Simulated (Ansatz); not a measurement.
Si$_{2}$H$_{5}$O$_{3}$F: geometry relaxation (part 2 of 3)

The same run, continued: Si$_{2}$H$_{5}$O$_{3}$F; RKS PBE0-D4/def2-TZVP (Ansatz 0.2.0). The geometry: PBE-D4/def2-SVP start.

Geometry of the input (Å):
```
O  0.2294  -0.6399  2.3962
Si -0.1876  -0.6985  0.7977
O  -1.8314  -0.6542  0.6695
F  0.3951  -2.0745  0.1423
O  0.4527  0.5570  -0.0511
Si 0.5130  1.1762  -1.6134
H  1.1816  -0.6086  2.5902
H  -2.3130  -1.2234  1.2947
H  1.3596  2.4132  -1.5667
H  -0.8685  1.5211  -2.0925
H  1.1346  0.1744  -2.5464
```

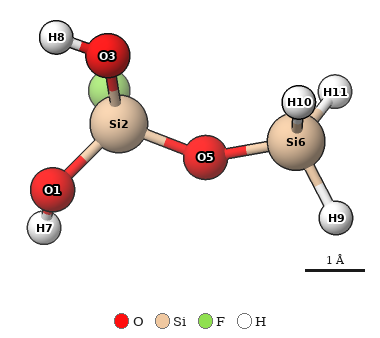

Fig. 1: The geometry at step 16 of the log (ball-and-stick view, seen at a tilt; atoms are numbered from 1 in the order of the input).

**Trajectory as extended XYZ, continued**
```
11
Properties=species:S:1:pos:R:3:forces:R:3 step=3 energy=-24690.95041
O     0.2282   -0.6198    2.3473    0.0733   0.0273  -0.0366
Si   -0.1815   -0.6775    0.7795   -0.0269  -0.0382   0.0478
O    -1.7944   -0.6454    0.6553    0.0292  -0.0430   0.0619
F     0.3878   -2.0242    0.1530    0.0141  -0.0160  -0.0055
O     0.4427    0.5452   -0.0550   -0.0219   0.0353  -0.1570
Si    0.5036    1.1557   -1.5835    0.0261   0.0251   0.0650
H     1.1651   -0.6151    2.5500   -0.0175  -0.0199   0.0789
H    -2.2779   -1.2065    1.2637   -0.0766   0.0195  -0.0348
H     1.3416    2.3758   -1.5380    0.0096   0.0174  -0.0015
H    -0.8619    1.4932   -2.0511   -0.0172   0.0073  -0.0049
H     1.1123    0.1616   -2.5007    0.0079  -0.0148  -0.0133
11
Properties=species:S:1:pos:R:3:forces:R:3 step=4 energy=-24690.95192
O     0.2668   -0.5371    2.3410   -0.2088   0.0743   0.1622
Si   -0.1724   -0.6588    0.7902    0.2879  -0.1224  -0.0542
O    -1.7828   -0.6555    0.6802   -0.0288   0.1118  -0.1004
F     0.4256   -2.0211    0.2142   -0.0597   0.0927   0.0198
O     0.4105    0.5455   -0.1036   -0.0829  -0.1029   0.0585
Si    0.4960    1.1722   -1.6173   -0.0164  -0.0039  -0.0265
H     1.1366   -0.7800    2.6506    0.0925  -0.0282  -0.1175
H    -2.2992   -1.2154    1.2577    0.0104  -0.0491   0.0639
H     1.3373    2.3903   -1.5581    0.0101   0.0079   0.0114
H    -0.8638    1.5208   -2.0969   -0.0012   0.0079  -0.0139
H     1.1109    0.1820   -2.5376   -0.0029   0.0119  -0.0033
11
Properties=species:S:1:pos:R:3:forces:R:3 step=6 energy=-24690.96064
O     0.2472   -0.4974    2.3445   -0.1350  -0.0022  -0.0331
Si   -0.1621   -0.7023    0.7891   -0.0830   0.0493   0.0481
O    -1.7735   -0.6719    0.6534   -0.1616  -0.1377   0.1525
F     0.4139   -2.1002    0.2959    0.0364   0.0102  -0.0018
O     0.4357    0.4488   -0.1541    0.0433  -0.0245  -0.0642
Si    0.4967    1.1731   -1.6242    0.0021   0.0134   0.0227
H     1.1352   -0.7078    2.6258    0.1288  -0.0276   0.0181
H    -2.3014   -1.1938    1.2659    0.1699   0.1366  -0.1566
H     1.3401    2.3851   -1.4909    0.0078  -0.0052  -0.0043
H    -0.8658    1.5597   -2.0663   -0.0042  -0.0137   0.0085
H     1.0995    0.2496   -2.6186   -0.0045   0.0015   0.0102
11
Properties=species:S:1:pos:R:3:forces:R:3 step=7 energy=-24690.96225
O     0.2433   -0.5011    2.3472    0.0102  -0.0119   0.0251
Si   -0.1676   -0.6978    0.7912   -0.0010   0.0110  -0.0070
O    -1.7791   -0.6742    0.6539    0.0257   0.0181  -0.0131
F     0.4189   -2.0913    0.2958    0.0049  -0.0035   0.0004
O     0.4353    0.4499   -0.1536    0.0059   0.0144  -0.0476
Si    0.4968    1.1755   -1.6239    0.0125  -0.0298   0.0304
H     1.1381   -0.7084    2.6207   -0.0382   0.0109  -0.0314
H    -2.2977   -1.1976    1.2647   -0.0071  -0.0145   0.0225
H     1.3492    2.3827   -1.4928   -0.0212  -0.0127  -0.0056
H    -0.8674    1.5584   -2.0659    0.0135   0.0057   0.0153
H     1.0956    0.2469   -2.6168   -0.0054   0.0122   0.0111
11
Properties=species:S:1:pos:R:3:forces:R:3 step=8 energy=-24690.96312
O     0.2298   -0.4990    2.3473   -0.0036   0.0023  -0.0035
Si   -0.1624   -0.7067    0.7876   -0.0027  -0.0184   0.0064
O    -1.7725   -0.6795    0.6365    0.0021   0.0037  -0.0018
F     0.4243   -2.1066    0.3108    0.0008   0.0054   0.0019
O     0.4578    0.4275   -0.1619    0.0031  -0.0011  -0.0012
Si    0.4974    1.1727   -1.6212    0.0036   0.0015  -0.0062
H     1.1292   -0.6814    2.6212   -0.0008   0.0012   0.0006
H    -2.2958   -1.1863    1.2582    0.0030   0.0021  -0.0002
H     1.3516    2.3771   -1.4892   -0.0008   0.0006   0.0004
H    -0.8723    1.5668   -2.0327   -0.0021   0.0014   0.0025
H     1.0784    0.2581   -2.6362   -0.0027   0.0013   0.0011
11
Properties=species:S:1:pos:R:3:forces:R:3 step=9 energy=-24690.96341
O     0.2177   -0.4914    2.3469    0.0302  -0.0078  -0.0341
Si   -0.1563   -0.7190    0.7844   -0.0184  -0.0009   0.0193
O    -1.7649   -0.6869    0.6177   -0.0149  -0.0244   0.0244
F     0.4300   -2.1271    0.3323    0.0002   0.0148   0.0051
O     0.4787    0.3999   -0.1736    0.0085  -0.0057  -0.0029
Si    0.4974    1.1721   -1.6193   -0.0116  -0.0114  -0.0086
H     1.1209   -0.6520    2.6234   -0.0190   0.0029   0.0127
H    -2.2947   -1.1746    1.2501    0.0174   0.0203  -0.0277
H     1.3584    2.3705   -1.4790    0.0033   0.0030  -0.0013
H    -0.8776    1.5779   -2.0014    0.0025   0.0040   0.0061
H     1.0559    0.2735   -2.6611    0.0020   0.0052   0.0070
11
Properties=species:S:1:pos:R:3:forces:R:3 step=10 energy=-24690.96349
O     0.2099   -0.4880    2.3466    0.0395  -0.0063  -0.0288
Si   -0.1520   -0.7243    0.7826   -0.0014  -0.0015   0.0123
O    -1.7594   -0.6924    0.6047   -0.0068  -0.0193   0.0146
F     0.4382   -2.1345    0.3421   -0.0071   0.0213   0.0087
O     0.4911    0.3886   -0.1776    0.0003  -0.0127  -0.0056
Si    0.4948    1.1696   -1.6191    0.0034   0.0155   0.0117
H     1.1131   -0.6370    2.6304   -0.0291   0.0021   0.0072
H    -2.2932   -1.1701    1.2410    0.0052   0.0110  -0.0181
H     1.3644    2.3621   -1.4824    0.0067   0.0058   0.0018
H    -0.8827    1.5921   -1.9754    0.0114  -0.0176  -0.0076
H     1.0413    0.2769   -2.6724   -0.0220   0.0017   0.0038
11
Properties=species:S:1:pos:R:3:forces:R:3 step=11 energy=-24690.96375
O     0.2047   -0.4847    2.3466    0.0239  -0.0007  -0.0233
Si   -0.1482   -0.7266    0.7817    0.0061  -0.0061   0.0069
O    -1.7546   -0.6963    0.5947   -0.0052  -0.0182   0.0150
F     0.4456   -2.1378    0.3494   -0.0099   0.0219   0.0092
O     0.5006    0.3825   -0.1793    0.0012  -0.0072  -0.0043
Si    0.4949    1.1701   -1.6173   -0.0212   0.0040   0.0016
H     1.1059   -0.6297    2.6375   -0.0162  -0.0013   0.0071
H    -2.2920   -1.1685    1.2321    0.0056   0.0107  -0.0186
H     1.3718    2.3580   -1.4850    0.0071  -0.0001   0.0012
H    -0.8845    1.5988   -1.9595    0.0163  -0.0089  -0.0012
H     1.0212    0.2771   -2.6805   -0.0077   0.0060   0.0065
11
Properties=species:S:1:pos:R:3:forces:R:3 step=12 energy=-24690.96405
O     0.1947   -0.4763    2.3469    0.0005   0.0062  -0.0098
Si   -0.1399   -0.7298    0.7803    0.0168  -0.0134   0.0005
O    -1.7443   -0.7053    0.5747   -0.0043  -0.0176   0.0198
F     0.4628   -2.1421    0.3642   -0.0128   0.0232   0.0109
O     0.5175    0.3738   -0.1816   -0.0084   0.0012  -0.0104
Si    0.4917    1.1714   -1.6144   -0.0183  -0.0163  -0.0144
H     1.0903   -0.6187    2.6550   -0.0021  -0.0059  -0.0013
H    -2.2889   -1.1690    1.2125    0.0117   0.0127  -0.0227
H     1.3908    2.3444   -1.4940   -0.0074  -0.0035   0.0011
H    -0.8895    1.6176   -1.9280    0.0267   0.0021   0.0114
H     0.9802    0.2771   -2.6952   -0.0023   0.0114   0.0149
11
Properties=species:S:1:pos:R:3:forces:R:3 step=14 energy=-24690.96444
O     0.1784   -0.4573    2.3477    0.0085   0.0009  -0.0046
Si   -0.1266   -0.7344    0.7789    0.0160  -0.0147   0.0039
O    -1.7276   -0.7212    0.5434    0.0109  -0.0129   0.0206
F     0.4910   -2.1489    0.3933   -0.0139   0.0288   0.0149
O     0.5417    0.3590   -0.1878   -0.0196   0.0034  -0.0278
Si    0.4860    1.1714   -1.6126   -0.0052  -0.0204  -0.0097
H     1.0643   -0.6043    2.6815   -0.0201  -0.0037  -0.0209
H    -2.2824   -1.1751    1.1791    0.0122   0.0102  -0.0196
H     1.4189    2.3203   -1.5101   -0.0124  -0.0131  -0.0049
H    -0.8930    1.6580   -1.8738    0.0355  -0.0076   0.0115
H     0.9148    0.2753   -2.7192   -0.0117   0.0290   0.0366
11
Properties=species:S:1:pos:R:3:forces:R:3 step=15 energy=-24690.96473
O     0.1691   -0.4438    2.3482    0.0181  -0.0068  -0.0168
Si   -0.1199   -0.7366    0.7786    0.0055  -0.0131   0.0122
O    -1.7188   -0.7310    0.5269    0.0271  -0.0067   0.0135
F     0.5065   -2.1526    0.4129   -0.0135   0.0341   0.0159
O     0.5526    0.3502   -0.1926   -0.0186   0.0030  -0.0333
Si    0.4830    1.1716   -1.6120   -0.0014  -0.0126  -0.0012
H     1.0500   -0.5970    2.6928   -0.0291  -0.0003  -0.0223
H    -2.2781   -1.1826    1.1600    0.0031   0.0035  -0.0095
H     1.4358    2.3052   -1.5204   -0.0133  -0.0172  -0.0053
H    -0.8925    1.6841   -1.8424    0.0404  -0.0166   0.0063
H     0.8779    0.2754   -2.7314   -0.0183   0.0325   0.0405
11
Properties=species:S:1:pos:R:3:forces:R:3 step=16 energy=-24690.96504
O     0.1570   -0.4268    2.3485    0.0226  -0.0140  -0.0316
Si   -0.1119   -0.7386    0.7784   -0.0060  -0.0203   0.0216
O    -1.7079   -0.7441    0.5064    0.0441  -0.0010   0.0076
F     0.5271   -2.1554    0.4377   -0.0165   0.0443   0.0162
O     0.5652    0.3406   -0.1978   -0.0139   0.0082  -0.0331
Si    0.4799    1.1737   -1.6096   -0.0096  -0.0207  -0.0185
H     1.0316   -0.5877    2.7057   -0.0321   0.0032  -0.0187
H    -2.2725   -1.1949    1.1350   -0.0050  -0.0024   0.0000
H     1.4618    2.2845   -1.5343   -0.0278  -0.0239  -0.0044
H    -0.8905    1.7156   -1.8050    0.0564  -0.0118   0.0127
H     0.8257    0.2761   -2.7446   -0.0122   0.0386   0.0481
11
Properties=species:S:1:pos:R:3:forces:R:3 step=17 energy=-24690.96529
O     0.1487   -0.4153    2.3481    0.0142  -0.0138  -0.0382
Si   -0.1078   -0.7402    0.7784   -0.0071  -0.0296   0.0253
O    -1.7016   -0.7555    0.4940    0.0422  -0.0027   0.0090
F     0.5416   -2.1563    0.4547   -0.0199   0.0482   0.0141
O     0.5706    0.3344   -0.2016   -0.0145   0.0014  -0.0322
Si    0.4769    1.1729   -1.6094    0.0062   0.0216  -0.0125
H     1.0197   -0.5790    2.7122   -0.0219   0.0036  -0.0094
H    -2.2689   -1.2069    1.1197   -0.0034  -0.0010  -0.0009
H     1.4777    2.2678   -1.5448   -0.0251  -0.0299  -0.0049
H    -0.8850    1.7453   -1.7779    0.0557  -0.0336   0.0018
H     0.7937    0.2755   -2.7529   -0.0263   0.0358   0.0480
11
Properties=species:S:1:pos:R:3:forces:R:3 step=18 energy=-24690.96568
O     0.1398   -0.4054    2.3475    0.0054  -0.0109  -0.0355
Si   -0.1038   -0.7412    0.7783   -0.0026  -0.0361   0.0217
O    -1.6950   -0.7671    0.4814    0.0326  -0.0061   0.0126
F     0.5570   -2.1554    0.4694   -0.0224   0.0488   0.0113
O     0.5757    0.3307   -0.2038   -0.0074   0.0001  -0.0215
Si    0.4764    1.1747   -1.6073   -0.0183   0.0225  -0.0230
H     1.0075   -0.5696    2.7189   -0.0118   0.0032  -0.0017
H    -2.2651   -1.2197    1.1039    0.0018   0.0027  -0.0051
H     1.4973    2.2515   -1.5556   -0.0241  -0.0326  -0.0066
H    -0.8781    1.7704   -1.7542    0.0563  -0.0255   0.0055
H     0.7537    0.2742   -2.7580   -0.0094   0.0338   0.0421
11
Properties=species:S:1:pos:R:3:forces:R:3 step=19 energy=-24690.96614
O     0.1243   -0.3899    2.3463   -0.0002  -0.0085  -0.0278
Si   -0.0979   -0.7433    0.7780    0.0073  -0.0423   0.0149
O    -1.6847   -0.7893    0.4619    0.0203  -0.0082   0.0138
F     0.5832   -2.1528    0.4923   -0.0262   0.0495   0.0079
O     0.5811    0.3258   -0.2072   -0.0070  -0.0034  -0.0032
Si    0.4724    1.1786   -1.6040    0.0008   0.0170  -0.0471
H     0.9871   -0.5516    2.7299   -0.0057   0.0038   0.0045
H    -2.2583   -1.2440    1.0797    0.0060   0.0052  -0.0071
H     1.5329    2.2177   -1.5778   -0.0399  -0.0242   0.0007
H    -0.8658    1.8169   -1.7142    0.0576  -0.0176   0.0071
H     0.6912    0.2749   -2.7644   -0.0130   0.0287   0.0363
11
Properties=species:S:1:pos:R:3:forces:R:3 step=20 energy=-24690.96637
O     0.1074   -0.3739    2.3448    0.0053  -0.0128  -0.0284
Si   -0.0914   -0.7464    0.7776    0.0101  -0.0468   0.0141
O    -1.6733   -0.8135    0.4410    0.0253  -0.0068   0.0128
F     0.6102   -2.1508    0.5163   -0.0325   0.0572   0.0079
O     0.5875    0.3195   -0.2112    0.0006  -0.0126   0.0017
Si    0.4711    1.1799   -1.6023   -0.0247   0.0440  -0.0556
H     0.9650   -0.5306    2.7422   -0.0133   0.0062   0.0013
H    -2.2507   -1.2690    1.0546    0.0059   0.0038  -0.0039
H     1.5640    2.1867   -1.5982   -0.0393  -0.0505  -0.0112
H    -0.8456    1.8685   -1.6714    0.0625  -0.0334   0.0015
H     0.6213    0.2727   -2.7728    0.0000   0.0517   0.0596
11
Properties=species:S:1:pos:R:3:forces:R:3 step=22 energy=-24690.96714
O     0.0973   -0.3695    2.3441    0.0067  -0.0124  -0.0250
Si   -0.0886   -0.7488    0.7770   -0.0010  -0.0187   0.0109
O    -1.6681   -0.8278    0.4324    0.0209  -0.0011   0.0039
F     0.6226   -2.1488    0.5236   -0.0154   0.0333   0.0063
O     0.5882    0.3184   -0.2120   -0.0016  -0.0025  -0.0060
Si    0.4685    1.1831   -1.6008    0.0063  -0.0030  -0.0048
H     0.9533   -0.5163    2.7485   -0.0099   0.0049   0.0003
H    -2.2454   -1.2832    1.0458   -0.0021  -0.0011   0.0022
H     1.5809    2.1637   -1.6142   -0.0082  -0.0006   0.0027
H    -0.8334    1.8939   -1.6523    0.0118  -0.0031   0.0019
H     0.5900    0.2782   -2.7717   -0.0074   0.0044   0.0077
11
Properties=species:S:1:pos:R:3:forces:R:3 step=23 energy=-24690.96756
O     0.0806   -0.3586    2.3420    0.0114  -0.0126  -0.0174
Si   -0.0831   -0.7522    0.7760   -0.0123  -0.0030   0.0098
O    -1.6579   -0.8513    0.4151    0.0180   0.0003   0.0024
F     0.6458   -2.1455    0.5413   -0.0049   0.0164   0.0044
O     0.5923    0.3144   -0.2144    0.0026   0.0027  -0.0094
Si    0.4666    1.1865   -1.5983    0.0047  -0.0118  -0.0003
H     0.9327   -0.4937    2.7586   -0.0131   0.0049  -0.0038
H    -2.2371   -1.3067    1.0266   -0.0026  -0.0013   0.0026
H     1.6101    2.1303   -1.6364   -0.0145  -0.0022   0.0015
H    -0.8130    1.9382   -1.6160    0.0146   0.0001   0.0025
H     0.5286    0.2815   -2.7738   -0.0039   0.0067   0.0077
11
Properties=species:S:1:pos:R:3:forces:R:3 step=24 energy=-24690.96399 accepted=F
O     0.0283   -0.3266    2.3347    0.0769  -0.0400  -0.0266
Si   -0.0670   -0.7636    0.7728   -0.0664  -0.0157   0.0481
O    -1.6268   -0.9252    0.3626    0.0869   0.0099   0.0208
F     0.7165   -2.1360    0.5949   -0.0194   0.0449   0.0138
O     0.6042    0.3014   -0.2219    0.0034   0.0151  -0.0392
Si    0.4604    1.1948   -1.5912   -0.0262   0.0685  -0.1058
H     0.8687   -0.4210    2.7885   -0.0880   0.0075  -0.0615
H    -2.2114   -1.3797    0.9698   -0.0010  -0.0022   0.0041
H     1.6948    2.0270   -1.7063   -0.1677  -0.0994  -0.0042
H    -0.7443    2.0787   -1.5033    0.1888  -0.1360  -0.0254
H     0.3421    0.2930   -2.7802    0.0129   0.1474   0.1757
11
Properties=species:S:1:pos:R:3:forces:R:3 step=25 energy=-24690.94757 accepted=F
O     0.0890   -0.3765    2.3241   -0.7860   0.3654   0.2317
Si   -0.0893   -0.7474    0.7743    0.4620  -0.1187  -0.3567
O    -1.6514   -0.8539    0.4203   -0.5410  -0.0791  -0.0013
F     0.6490   -2.1332    0.5488    0.0433  -0.1821  -0.1111
O     0.5970    0.3110   -0.2207   -0.0599  -0.0698   0.1503
Si    0.4684    1.1835   -1.5968   -0.0093   0.0884  -0.1123
H     0.9181   -0.4831    2.7577    0.7606  -0.1088   0.3517
H    -2.2408   -1.3063    1.0295    0.1325   0.0931  -0.1195
H     1.6107    2.1278   -1.6356    0.0010   0.0049  -0.0093
H    -0.8090    1.9384   -1.6065   -0.0014   0.0071  -0.0094
H     0.5238    0.2827   -2.7746   -0.0019  -0.0003  -0.0143
11
Properties=species:S:1:pos:R:3:forces:R:3 step=26 energy=-24690.96771
O     0.0769   -0.3573    2.3403    0.0006  -0.0029  -0.0041
Si   -0.0820   -0.7540    0.7752   -0.0052  -0.0003   0.0041
O    -1.6554   -0.8567    0.4110    0.0054  -0.0018   0.0009
F     0.6504   -2.1459    0.5453   -0.0008   0.0044   0.0004
O     0.5945    0.3113   -0.2160    0.0028  -0.0014  -0.0035
Si    0.4666    1.1862   -1.5976    0.0006  -0.0025   0.0001
H     0.9281   -0.4862    2.7600   -0.0028   0.0022  -0.0011
H    -2.2360   -1.3090    1.0237    0.0005   0.0005  -0.0001
H     1.6136    2.1247   -1.6397   -0.0032  -0.0007   0.0000
H    -0.8077    1.9463   -1.6068    0.0041   0.0007   0.0015
H     0.5166    0.2834   -2.7748   -0.0021   0.0020   0.0018
11
Properties=species:S:1:pos:R:3:forces:R:3 step=27 energy=-24690.96814
O     0.0542   -0.3461    2.3344   -0.0029   0.0095   0.0213
Si   -0.0749   -0.7618    0.7721    0.0088  -0.0002  -0.0029
O    -1.6414   -0.8880    0.3873   -0.0113  -0.0074   0.0033
F     0.6793   -2.1455    0.5688   -0.0002  -0.0058  -0.0029
O     0.6041    0.2995   -0.2219    0.0035  -0.0054   0.0083
Si    0.4647    1.1890   -1.5922   -0.0093   0.0038  -0.0333
H     0.9012   -0.4486    2.7696   -0.0023  -0.0018  -0.0078
H    -2.2274   -1.3302    1.0026    0.0074   0.0045  -0.0078
H     1.6450    2.0838   -1.6665   -0.0113  -0.0026   0.0034
H    -0.7808    1.9962   -1.5559    0.0178  -0.0033   0.0046
H     0.4414    0.2947   -2.7778   -0.0001   0.0089   0.0138
11
Properties=species:S:1:pos:R:3:forces:R:3 step=28 energy=-24690.96654 accepted=F
O     0.0140   -0.3245    2.3243    0.0715  -0.0072   0.0226
Si   -0.0620   -0.7759    0.7668    0.0087  -0.0164   0.0295
O    -1.6164   -0.9440    0.3449    0.0303  -0.0095   0.0261
F     0.7297   -2.1458    0.6110   -0.0306   0.0341   0.0065
O     0.6210    0.2776   -0.2334   -0.0068  -0.0085  -0.0032
Si    0.4605    1.1923   -1.5854   -0.0397   0.0648  -0.0931
H     0.8536   -0.3817    2.7856   -0.0909  -0.0044  -0.0735
H    -2.2117   -1.3680    0.9644    0.0128   0.0061  -0.0145
H     1.6963    2.0129   -1.7122   -0.0999  -0.0612  -0.0074
H    -0.7288    2.0867   -1.4627    0.1304  -0.1015  -0.0224
H     0.3092    0.3133   -2.7829    0.0141   0.1036   0.1293
```
